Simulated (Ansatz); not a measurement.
# HSCl (triplet): correlated methods under varied settings at distance Cl1–H2 along a hydrogen transfer = 1.388 Å

Aim: run HSCl (triplet) at one geometry under a spread of methods and options, and see what each costs and gives.

The runs use Ansatz 0.2.0, Gaussian basis; the settings change from run to run.

10 further runs of the same task are left out: 1 for a mislabelled method, 9 that didn't finish.

## (1) What is computed

The geometry derives from fragments relaxed apart (PBE0/def2-TZVP) and kept rigid, so it is no stationary point. A hydrogen atom is moved between rigid fragments.

3 atoms, charge 0, spin multiplicity 3.

Atoms are counted from 1 here; the program's logs count them from 0.

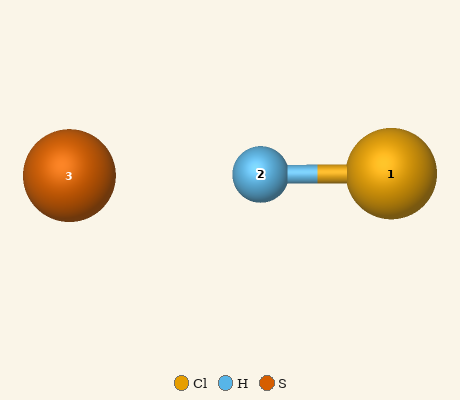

The geometry (chlorine amber, hydrogen blue, sulfur orange); atoms are numbered from 1 in the order of the file.

As a file:

```tsv
atom	x (Å)	y (Å)	z (Å)
Cl1	0.0000	0.0000	-1.6027
H2	0.0000	0.0000	-0.2147
S3	0.0000	0.0000	1.8173
```

## (2) CASSCF(2,8)/cc-pVDZ

Input file in.yaml:

```yaml
crystal:
  periodic: [false, false, false]
  atoms:
    - {symbol: Cl, position_ang: [0.000000, 0.000000, -1.602667]}
    - {symbol: H, position_ang: [0.000000, 0.000000, -0.214667]}
    - {symbol: S, position_ang: [0.000000, 0.000000, 1.817333]}
basis:
  gaussian: {orbitals: cc-pVDZ}
magnetization: {spin_polarized: false, initial_magnetization: 2}
correlation: {active_space: {window: {electrons: 2, orbitals: 8}}}
output: {forces: true}
```

The run is started by

```
ansatz run in.yaml --threads 1 --pin off --events-out ev --progress --plain --max-ram 2393MiB
```

Output:

```text
Functional definition: HF
  name "HF"
  cite "Fock, Z. Phys. 61, 126 (1930) doi:10.1007/BF01340294"
  parent pbe
  exchange = exact_x
  correlation = 0
432 factors; integrals over basis functions are off by at most 1.4e-3 eV
mean field evaluation 1: about -23334.7291 eV, gradient 1.4e1 eV
mean field evaluation 2: about -23334.7413 eV, gradient 1.4e1 eV
mean field evaluation 4: about -23335.7005 eV, gradient 1.3e0 eV
mean field evaluation 8: about -23335.7160 eV, gradient 2.4e-3 eV
mean field evaluation 16: about -23334.7584 eV, gradient 8.0e0 eV
mean field evaluation 32: about -23335.4652 eV, gradient 7.7e-4 eV
mean field evaluation 64: about -23335.5741 eV, gradient 1.8e0 eV
mean field evaluation 96: about -23335.4652 eV, gradient 1.7e-4 eV
mean field -23335.71603631 eV, -857.5717468178 hartree, gradient 1.9e-6 eV, S^2 2.000000; 11 other end points of the search recorded, 0 dependent functions left out
reference -23335.71603631 eV, -857.5717468178 hartree; 18, 16 occupied and 23, 25 virtual orbitals, 432 factors
state -23335.91544407 eV, -857.5790749178 hartree
the calculation of the forces begins
Total energy: -23335.91544407 eV, -857.5790749178 hartree
Atom 0 at     0.000000     0.000000    -1.602667 Å, force    -0.000000    -0.000000     1.833848 eV/Å
Atom 1 at     0.000000     0.000000    -0.214667 Å, force     0.000000     0.000000    -2.632869 eV/Å
Atom 2 at     0.000000     0.000000     1.817333 Å, force    -0.000000    -0.000000     0.799021 eV/Å
Dipole moment:     0.000000     0.000000     0.633224 e Å
```

Run time: 6.5 s. Hardware: 1 thread of Intel Xeon Platinum 8375C at 2.90GHz, shared host.

From the report: 64 determinants; active occupations 1.00, 1.00, 0.00, 0.00, 0.00, 0.00, 0.00, 0.00.

## (3) CCSD on UHF/def2-mTZVP

Input file in.yaml:

```yaml
crystal:
  periodic: [false, false, false]
  atoms:
    - {symbol: Cl, position_ang: [0.000000, 0.000000, -1.602667]}
    - {symbol: H, position_ang: [0.000000, 0.000000, -0.214667]}
    - {symbol: S, position_ang: [0.000000, 0.000000, 1.817333]}
basis:
  gaussian: {orbitals: def2-mTZVP}
magnetization: {spin_polarized: true, initial_magnetization: 2}
correlation: {method: ccsd, electrons: outside_noble_gas}
scf: {lower_state_search: off}
output: {forces: true}
```

Same command.

Output, cut to the lines that bear on the results:

```text
Functional definition: HF
  name "HF"
  cite "Fock, Z. Phys. 61, 126 (1930) doi:10.1007/BF01340294"
  parent pbe
[...]
414 factors; integrals over basis functions are off by at most 8.6e-4 eV
[...]
mean field -23335.81236361 eV, -857.5752867809 hartree, gradient 5.9e-6 eV, S^2 2.009958; 0 other end points of the search recorded, 0 dependent functions left out
10 core orbitals not correlated: weight in the atoms' cores, before any rotation towards them, 1.000 or more for the frozen orbitals, at most 0.000 for the correlated occupied ones
reference -23335.81236361 eV, -857.5752867809 hartree; 8, 6 occupied and 29, 31 virtual orbitals, 414 factors
second order -6.44617869 eV of doubles, -0.00000000 eV of singles
cycle   1  -7.13259075 eV  change   -6.9e-1 eV  update   5.1e-2
[...]
cycle  15  -7.34089001 eV  change    2.9e-8 eV  update   6.6e-8
[...]
Total energy: -23343.15325362 eV, -857.8450595130 hartree
Atom 0 at     0.000000     0.000000    -1.602667 Å, force     0.000000     0.000000     1.244849 eV/Å
Atom 1 at     0.000000     0.000000    -0.214667 Å, force    -0.000000    -0.000000    -1.935131 eV/Å
Atom 2 at     0.000000     0.000000     1.817333 Å, force     0.000000    -0.000000     0.690281 eV/Å
Dipole moment:    -0.000000     0.000000     0.623971 e Å
Checks for a lower state left out: starts, cluster_reference, orbital_swaps, neighbouring_geometries, increment
```

It took 2.6 s on 1 thread of Intel Xeon Platinum 8375C at 2.90GHz, shared host.

From the report: ⟨S²⟩ of the determinant 2.010 (pure triplet: 2.00); correlation -7.3409 eV; T1 0.007; largest double amplitude 0.05.

## (4) CCSD/6-31++G**

Changes to in.yaml since step 3:

```diff
@@ -7,6 +7,5 @@
 basis:
-  gaussian: {orbitals: def2-mTZVP}
+  gaussian: {orbitals: "6-31++G**"}
 magnetization: {spin_polarized: true, initial_magnetization: 2}
+hamiltonian: {xc: {name: r2SCAN}}
 correlation: {method: ccsd, electrons: outside_noble_gas}
-scf: {lower_state_search: off}
-output: {forces: true}
```

Launched as before.

Output, cut to the lines that bear on the results:

```text
Functional definition: r2SCAN
  name "r2SCAN"
  cite "Furness, Kaplan, Ning, Perdew & Sun, J. Phys. Chem. Lett. 11, 8208 (2020) doi:10.1021/acs.jpclett.0c02405"
  cite "Furness, Kaplan, Ning, Perdew & Sun, J. Phys. Chem. Lett. 11, 9248 (2020) doi:10.1021/acs.jpclett.0c03077"
  parent r2scan
[...]
444 factors; integrals over basis functions are off by at most 9.6e-4 eV
[...]
mean field -23369.54112715 eV, -858.8147959788 hartree, gradient 2.5e-6 eV, S^2 2.006492; 11 other end points of the search recorded, 0 dependent functions left out
10 core orbitals not correlated: weight in the atoms' cores, before any rotation towards them, 1.000 or more for the frozen orbitals, at most 0.000 for the correlated occupied ones
reference -23334.33611661 eV, -857.5210357042 hartree; 8, 6 occupied and 34, 36 virtual orbitals, 444 factors
second order -6.29723192 eV of doubles, -0.17564220 eV of singles
cycle   1  -7.01618124 eV  change   -5.4e-1 eV  update   5.8e-2
[...]
cycle  10  -7.25279381 eV  change    4.7e-6 eV  update   1.3e-5
Total energy: -23341.58891042 eV, -857.7875709606 hartree
```

Wall time 14 s (1 thread of Intel Xeon Platinum 8375C at 2.90GHz, shared host).

From the report: ⟨S²⟩ of the determinant 2.006 (pure triplet: 2.00); correlation -7.2528 eV; T1 0.023; largest double amplitude 0.04. The orbitals are Kohn-Sham ones, so correlation energy and T1 don't compare with those on Hartree-Fock orbitals.

## (5) BCCD on ROHF/cc-pVDZ

Input file in.yaml:

```yaml
crystal:
  periodic: [false, false, false]
  atoms:
    - {symbol: Cl, position_ang: [0.000000, 0.000000, -1.602667]}
    - {symbol: H, position_ang: [0.000000, 0.000000, -0.214667]}
    - {symbol: S, position_ang: [0.000000, 0.000000, 1.817333]}
basis:
  gaussian: {orbitals: cc-pVDZ}
magnetization: {spin_polarized: false, initial_magnetization: 2}
correlation: {method: bccd, electrons: outside_noble_gas}
output: {forces: true}
```

The command is unchanged.

Output, cut to the lines that bear on the results:

```text
Functional definition: HF
  name "HF"
  cite "Fock, Z. Phys. 61, 126 (1930) doi:10.1007/BF01340294"
  parent pbe
[...]
432 factors; integrals over basis functions are off by at most 1.4e-3 eV
[...]
mean field -23335.71603631 eV, -857.5717468178 hartree, gradient 1.9e-6 eV, S^2 2.000000; 11 other end points of the search recorded, 0 dependent functions left out
[...]
determinant -23335.71603631 eV, -857.5717468178 hartree, with singles and doubles -23343.18691775 eV, -857.8462966470 hartree
determinant -23335.46519049 eV, -857.5625284041 hartree, with singles and doubles -23342.97608006 eV, -857.8385485047 hartree
determinant -23335.71603631 eV, -857.5717468178 hartree, with singles and doubles -23343.18684741 eV, -857.8462940618 hartree
determinant -23335.46519049 eV, -857.5625284041 hartree, with singles and doubles -23342.97598794 eV, -857.8385451194 hartree
10 core orbitals not correlated: weight in the atoms' cores, before any rotation towards them, 1.000 or more for the frozen orbitals, at most 0.000 for the correlated occupied ones
reference -23335.71603631 eV, -857.5717468178 hartree; 8, 6 occupied and 23, 25 virtual orbitals, 432 factors
second order -6.49290177 eV of doubles, -0.08338383 eV of singles
cycle   1  -7.47202954 eV  change   -1.2e-3 eV  update   1.8e-3
[...]
cycle  12  -7.47096688 eV  change   -2.7e-8 eV  update   5.9e-8
[...]
Total energy: -23343.18700318 eV, -857.8462997865 hartree
Atom 0 at     0.000000     0.000000    -1.602667 Å, force    -0.000000     0.000000     1.542775 eV/Å
Atom 1 at     0.000000     0.000000    -0.214667 Å, force    -0.000000    -0.000000    -2.148206 eV/Å
Atom 2 at     0.000000     0.000000     1.817333 Å, force     0.000000     0.000000     0.605431 eV/Å
Dipole moment:    -0.000000    -0.000000     0.618192 e Å
```

Wall time 6 s (1 thread of Intel Xeon Platinum 8375C at 2.90GHz, shared host).

From the report: correlation -7.4710 eV; largest double amplitude 0.05.

## (6) CASCI(4,4)/STO-3G

Changes to in.yaml since step 5:

```diff
@@ -7,5 +7,4 @@
 basis:
-  gaussian: {orbitals: cc-pVDZ}
+  gaussian: {orbitals: STO-3G}
 magnetization: {spin_polarized: false, initial_magnetization: 2}
-correlation: {method: bccd, electrons: outside_noble_gas}
-output: {forces: true}
+correlation: {active_space: {window: {electrons: 4, orbitals: 4}, fixed_orbitals: true, states: [{multiplicity: 3, weights: [0.5, 1, 1]}]}}
```

Same command.

Output:

```text
Functional definition: HF
  name "HF"
  cite "Fock, Z. Phys. 61, 126 (1930) doi:10.1007/BF01340294"
  parent pbe
  exchange = exact_x
  correlation = 0
291 factors; integrals over basis functions are off by at most 5.9e-8 eV
mean field evaluation 1: about -23082.1356 eV, gradient 1.0e1 eV
mean field evaluation 2: about -23082.1497 eV, gradient 1.0e1 eV
mean field evaluation 4: about -23082.8720 eV, gradient 1.8e-1 eV
mean field evaluation 8: about -23082.8715 eV, gradient 1.7e-5 eV
mean field evaluation 16: about -23082.3885 eV, gradient 4.2e-5 eV
mean field evaluation 32: about -23082.3885 eV, gradient 2.1e-2 eV
mean field -23082.87149935 eV, -848.2798814689 hartree, gradient 1.0e-6 eV, S^2 2.000000; 7 other end points of the search recorded, 0 dependent functions left out
reference -23082.87149935 eV, -848.2798814689 hartree; 18, 16 occupied and 1, 3 virtual orbitals, 291 factors
state -23082.92573221 eV, -848.2818744898 hartree
state -23081.84248394 eV, -848.2420658501 hartree
state -23081.84248394 eV, -848.2420658501 hartree
Total energy: -23082.05913360 eV, -848.2500275781 hartree
```

It took 0.27 s on 1 thread of Intel Xeon Platinum 8375C at 2.90GHz, shared host.

From the report: 10 determinants; active occupations (of the averaged states) 1.40, 1.40, 1.20, 0.00.

## (7) CISD/cc-pVDZ

Input file in.yaml:

```yaml
crystal:
  periodic: [false, false, false]
  atoms:
    - {symbol: Cl, position_ang: [0.000000, 0.000000, -1.602667]}
    - {symbol: H, position_ang: [0.000000, 0.000000, -0.214667]}
    - {symbol: S, position_ang: [0.000000, 0.000000, 1.817333]}
basis:
  gaussian: {orbitals: cc-pVDZ}
magnetization: {spin_polarized: false, initial_magnetization: 2}
correlation: {active_space: {ras: {orbitals: [16, 2, 23], electrons: 34, max_holes: 2, max_particles: 2}, fixed_orbitals: true}}
scf: {lower_state_search: off}
```

Same command.

Output:

```text
Functional definition: HF
  name "HF"
  cite "Fock, Z. Phys. 61, 126 (1930) doi:10.1007/BF01340294"
  parent pbe
  exchange = exact_x
  correlation = 0
these checks for a lower state are left out or cut short: stability, starts, cluster_reference, orbital_swaps, neighbouring_geometries, increment
432 factors; integrals over basis functions are off by at most 1.4e-3 eV
mean field evaluation 1: about -23334.7291 eV, gradient 1.4e1 eV
mean field evaluation 2: about -23334.7413 eV, gradient 1.4e1 eV
mean field evaluation 4: about -23335.7005 eV, gradient 1.3e0 eV
mean field evaluation 8: about -23335.7160 eV, gradient 2.4e-3 eV
mean field -23335.71603631 eV, -857.5717468178 hartree, gradient 1.9e-6 eV, S^2 2.000000; 0 other end points of the search recorded, 0 dependent functions left out
reference -23335.71603631 eV, -857.5717468178 hartree; 18, 16 occupied and 23, 25 virtual orbitals, 432 factors
state -23342.85815085 eV, -857.8342146863 hartree
Total energy: -23342.85815085 eV, -857.8342146863 hartree
Checks for a lower state left out: stability, starts, cluster_reference, orbital_swaps, neighbouring_geometries, increment
```

It took 2 min on 1 thread of Intel Xeon Platinum 8375C at 2.90GHz, shared host; peak memory 0.36 GiB.

From the report: 288,948 determinants.

## (8) All runs side by side

Where basis and cores are those of an earlier UCCSDT(Q)/cc-pVDZ run (-23343.3351 eV), and the state is the same kind, the miss against it is given.

```tsv
level	correlated	functions	energy (eV)	from UCCSDT(Q) (meV)	time
CASSCF(2,8)/cc-pVDZ		41	-23335.9154	7419.6	6.5 s
CCSD on UHF/def2-mTZVP	outside noble gas	47	-23343.1533		2.6 s
CCSD/6-31++G** (on r2SCAN orbitals)	outside noble gas	52	-23341.5889		14 s
BCCD on ROHF/cc-pVDZ	outside noble gas	41	-23343.1870	148.0	6 s
CASCI(4,4)/STO-3G (mean of several states)		19	-23082.0591		0.27 s
CISD/cc-pVDZ	all	41	-23342.8582		2 min
```

## (9) What came out

| quantity | value |
| --- | --- |
| runs | 6 |
| quickest | CASCI(4,4)/STO-3G (mean of several states), 0.27 s |
| slowest | CISD/cc-pVDZ, 2 min |

In words: Total energies in different bases, with other cores or another treatment of relativity can't be set against each other. CISD/cc-pVDZ took 439 times as long as CASCI(4,4)/STO-3G (mean of several states); the jobs differ in more than the method. Hartree-Fock, CASSCF and CASCI lack dynamic correlation by design.
